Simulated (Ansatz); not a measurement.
Consider CsCl in the CsCl type structure (space group Pm-3m, No. 221; a = 4.140 Å).

Now apply this change: an isotropic linear strain of −3.45 %, atoms relaxed at fixed cell.

The values are results of Ansatz (a quantum-chemistry and plane-wave program), r2SCAN, PAW, cutoff 500 eV, no spin-orbit coupling, not measurements.

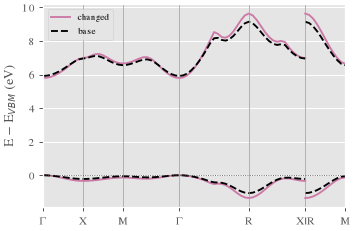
Figure: Highest valence and lowest conduction band along the path, each from its own valence-band maximum

Task: Read the changed gap and its character from the plot.

Result: About 5.8 eV, direct at Γ.

Whether these cells are dynamically stable was not tested.
